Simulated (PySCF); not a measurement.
System: C6H8ClSi (SMILES CC#C[Si-](Cl)C1CC1) (charge −1).

```tsv
atom	x (Å)	y (Å)	z (Å)
C	3.5767	0.7132	0.2074
C	2.2789	0.1326	0.5311
C	1.1895	-0.3410	0.7483
Si	-0.3776	-1.0598	1.4903
Cl	0.0483	-3.2365	0.8604
C	-1.5555	-0.6067	0.0543
C	-2.9427	-0.1613	0.4002
C	-1.9294	0.8391	-0.0595
H	4.1159	0.0769	-0.4994
H	4.1852	0.8196	1.1104
H	3.4507	1.7020	-0.2432
H	-1.4704	-1.1402	-0.8921
H	-3.7664	-0.3960	-0.2660
H	-3.2316	-0.1456	1.4440
H	-1.5207	1.5225	0.6747
H	-2.0584	1.2900	-1.0376
```

Geometry: GFN2-xTB.

All numbers below come from PBE0/pcSseg-1, SCF density, gas phase, non-relativistic in PySCF 2.14.0.

Question: What can the converged electron density and electron localisation function tell about the bonding?

Answer: C–C (1.21 Å): ρ is about 2.7 e/Å³ halfway; the ELF peaks at about 0.85 between the atoms (a short, multiple covalent bond).
C–Si (1.88 Å): the density is about 0.86 e/Å³ at the midpoint; the ELF peaks at about 0.95 between the atoms (a shared electron pair).
C–H (1.09 Å): the density is about 2 e/Å³ at the midpoint; the ELF climbs to about 1 towards the hydrogen, as it does in any bond to H; an ordinary covalent bond to hydrogen.

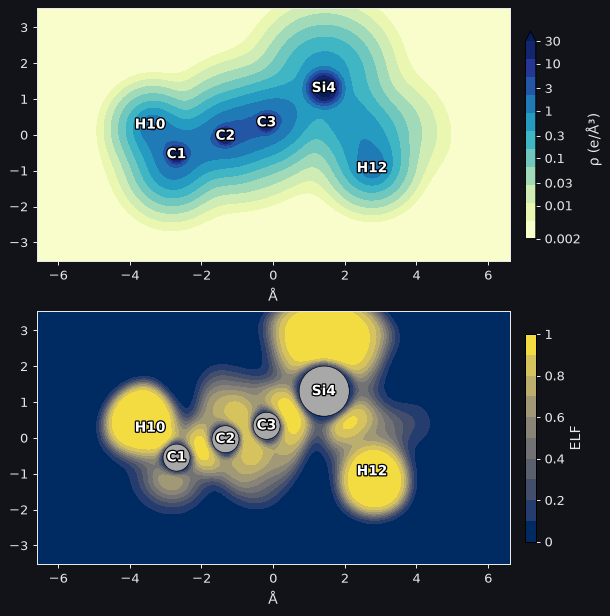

Computed electron density and electron localisation function on the plane of atoms C2, C1 and H10, in this order. Grey discs cover the atomic cores in the ELF map. 
